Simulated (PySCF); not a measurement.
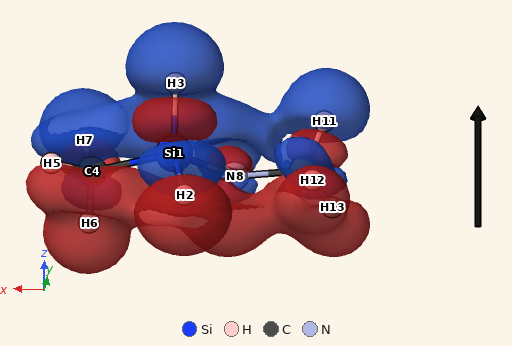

SiH2Me(NHMe) (C2H9NSi). Change of the electron density in a uniform field of 0.41 V/Å along +z (arrow), surfaces at ±0.002 e/Å³ (red: gain, blue: loss).

Level of theory: PBE/aug-cc-pVDZ (PySCF), at a geometry from GFN2-xTB. No frequency check shows the geometry to be a minimum.

Input script:

```python
import numpy as np
from pyscf import gto, scf, dft
from pyscf.scf import atom_ks, atom_hf
from scipy.linalg import block_diag

def solve(mol, dm0=None, hcore=None):
    mf = (dft.UKS if mol.spin else dft.RKS)(mol, xc='pbe')
    mf.grids.level = 3
    mf = mf.density_fit(auxbasis='def2-universal-jkfit')
    mf.conv_tol, mf.max_cycle = 1e-8, 80
    if hcore is not None:
        mf.get_hcore = lambda *args: hcore
    mf.kernel(dm0)
    if not mf.converged:
        mf = mf.newton().run(mf.mo_coeff, mf.mo_occ, max_cycle=30)
    assert mf.converged, 'SCF not converged'
    return mf

mol = gto.M(atom='''
Si     0.50047     0.56500     0.02134
H      0.37372     1.41508    -1.16851
H      0.55502     1.43652     1.21249
C      2.05772    -0.50867    -0.03331
H      2.93938     0.11849    -0.10798
H      2.05422    -1.17528    -0.88955
H      2.16530    -1.11610     0.86020
N     -0.82835    -0.52323    -0.02862
C     -2.20309    -0.08941    -0.01975
H     -0.72284    -1.43252     0.39577
H     -2.59012     0.06536     0.99401
H     -2.27435     0.85413    -0.55543
H     -2.83620    -0.82455    -0.52113
''', basis='aug-cc-pvdz', charge=0, spin=0, verbose=4)
field = np.array([-0.0, -0.0, -0.008])  # atomic units
mol.set_common_orig(mol.atom_charges() @ mol.atom_coords() / mol.atom_charges().sum())
mf = solve(mol)
out = dict(dm0=mf.make_rdm1(), d0=mf.dip_moment(unit='AU'), e0=mf.e_tot)
for name, sign in (('p', 1), ('m', -1)):
    h = mf.get_hcore() + sign * np.einsum('x,xij->ij', field, mol.intor('int1e_r'))
    mi = solve(mol, mf.make_rdm1(), h)
    out.update({'dm' + name: mi.make_rdm1(), 'd' + name: mi.dip_moment(unit='AU'), 'e' + name: mi.e_tot})
# spherically averaged free atoms, for the promolecule
atm = atom_ks.get_atm_nrks(mol, xc='pbe')
pro = block_diag(*[(atm[a[0]][2] * atm[a[0]][3]) @ atm[a[0]][2].T for a in mol._atom])
np.savez('result.npz', pro=pro, **out)
```

Command:

```sh
OMP_NUM_THREADS=1 python input.py
```

The run took 75 s on 1 thread of Arm Neoverse V1, with other jobs on the host, peak memory 0.62 GiB.

Partitions, critical points and surface values were worked out afterwards from this run's density.

The field was applied in both directions; the picture shows the one opposite to the script's first.

Question: What dipole is induced, and what polarisability does it imply?

Answer: The induced dipole is 1.18 D (along the field); α along this axis, from the fields in both directions, is 58 bohr³ (8.6 Å³).
